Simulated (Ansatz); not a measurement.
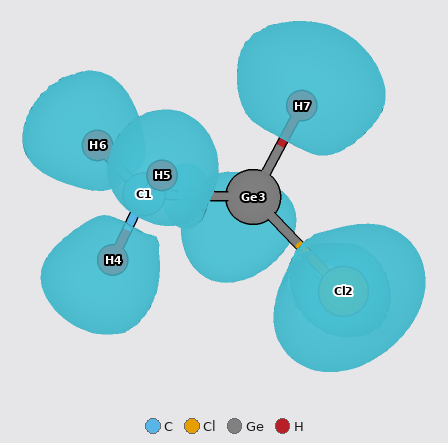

*CH4ClGe (doublet). Isosurface of the electron localisation function at 0.8 (cyan), seen at a tilt. Only the valence region is drawn (cores and ρ < 0.01 e/Å³ removed).*

Geometry: B3LYP-D3(BJ)/def2-SVP.

Method: isolated molecule in a Gaussian basis; Kohn-Sham density functional theory, functional PBE0 in Ansatz 0.2.0.

```yaml
atoms:
  - { symbol: C, position_ang: [-0.0054, 0.3347, 0.5826] }
  - { symbol: Cl, position_ang: [-1.7374, -1.1733, -1.8585] }
  - { symbol: Ge, position_ang: [-1.8307, 0.2316, -0.1695] }
  - { symbol: H, position_ang: [0.3076, -0.6499, 0.9563] }
  - { symbol: H, position_ang: [0.6803, 0.6554, -0.2175] }
  - { symbol: H, position_ang: [0.0173, 1.0662, 1.4042] }
  - { symbol: H, position_ang: [-2.2684, 1.6020, -0.7808] }
```

### Where are the electrons localised?

At this value the surface marks out four regions around hydrogen nuclei, one lobe of the valence shell of C pointing towards Ge (polar bonds), one lobe on Ge, pointing away from the bonds (non-bonding electrons) and one region wrapped around Cl (its valence shell).

Values along the shortest contacts:
C–Ge (1.98 Å): the ELF peaks at about 0.90 in the valence shell of C, 0.7 Å from its nucleus, and is about 0.70 at the midpoint. Ge–Cl (2.20 Å): the ELF peaks at about 0.80 in the valence shell of Cl, 0.9 Å from its nucleus, and is about 0.70 at the midpoint.
